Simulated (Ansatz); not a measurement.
## Electronic structure of FH₃OSi₂ in real space

The calculation's input:

```
crystal:
  periodic: [false, false, false]
  atoms:
    - { symbol: F, position_ang: [0.7202, -2.4881, 1.48869] }
    - { symbol: Si, position_ang: [-0.5657, -1.97727, 0.60342] }
    - { symbol: O, position_ang: [-0.27364, -0.62027, -0.2194] }
    - { symbol: Si, position_ang: [0.01455, 0.29499, -1.54589] }
    - { symbol: H, position_ang: [1.01552, 1.23797, -1.06088] }
    - { symbol: H, position_ang: [0.51881, -0.52355, -2.64763] }
    - { symbol: H, position_ang: [-1.29046, 0.86842, -1.85922] }
basis:
  gaussian: { orbitals: "6-31G" }
hamiltonian:
  xc: pbe
  dispersion: d4
relax:
  f_tol: 0.015
  max_steps: 40
output:
  orbitals: {}
```

Command:

```sh
ansatz run input.yaml --threads 1 --pin off --max-ram 2048MiB --backend cpu --events-out ev --progress --plain --runs-dir out
```

The fields are those of the relaxed geometry.

These are results of RKS PBE-D4/6-31G (Ansatz 0.2.0), not measurements.

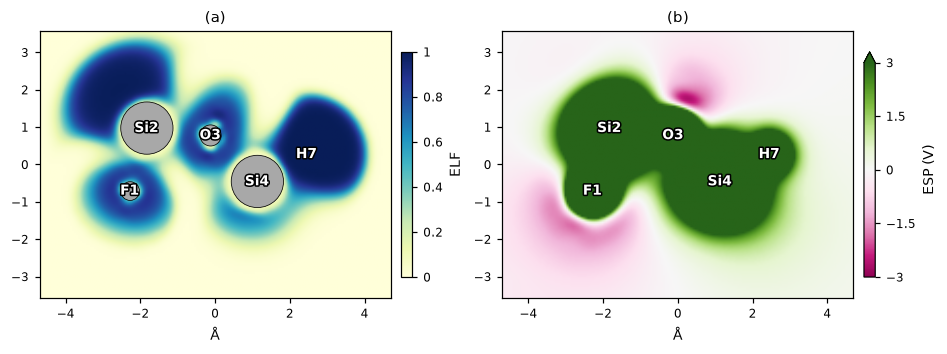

Figure 1. (a) ELF; (b) molecular electrostatic potential on the plane of atoms Si2, O3 and Si4. Grey discs cover the atomic cores in the ELF map.

Read the bonding off the picture.

- The section cuts through F, Si, O and H sites.
- Si–O (1.72 Å): the ELF peaks at about 0.80 between the atoms: a polar covalent bond.
- Si–F (1.74 Å): the ELF peaks at about 0.80 in the valence shell of F, 0.5 Å from its nucleus, and is about 0.35 at the midpoint.
- Si–H (1.51 Å): the ELF climbs to about 1 towards the hydrogen, as it does in any bond to H.
- Si–O (1.76 Å): the ELF peaks at about 0.85 between the atoms: a shared but strongly polarised pair.
- The ELF also peaks beside F1, O3 and Si2, away from the bonds: lone-pair regions.
- Outside the dense part of the molecule the potential is most negative (−2.4 V) near O3.

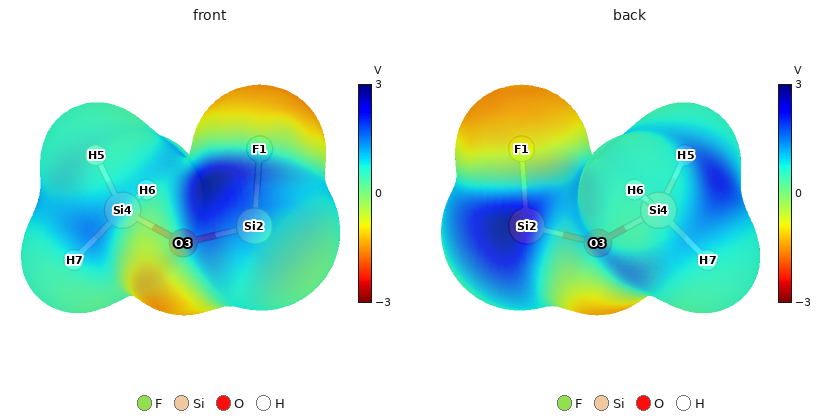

Figure 2. The electrostatic potential painted on the density surface at 0.004 e/bohr³, seen from the front and from behind; the colour scale runs from red (negative) to blue (positive).

Where is the surface potential most negative and most positive?

The most negative region (about −1.5 V) lies over F1 and O3, the most positive (about +2.8 V) over Si2.

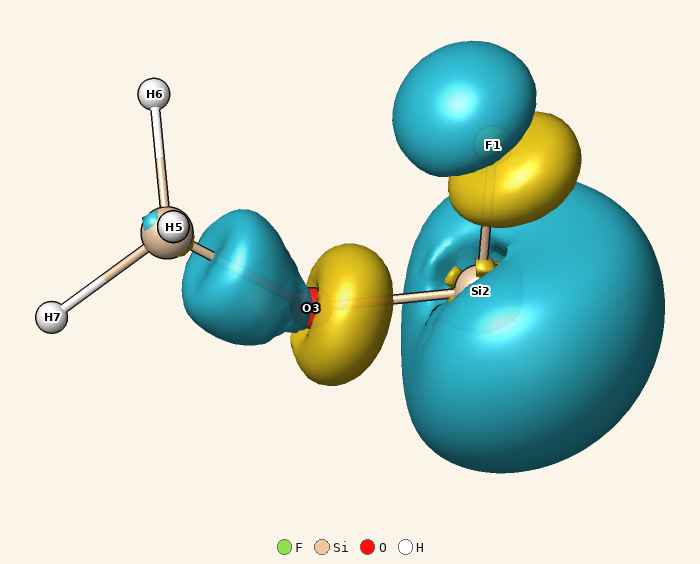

Figure 3. The HOMO at ±0.1 Å⁻³ᐟ² (yellow and cyan are the two phases), seen at a tilt.

Describe this orbital and give its energy.

It lies mainly on Si2 (about 65 %), F1 (about 20 %) and O3 (about 10 %). Its energy is −6.87 eV.
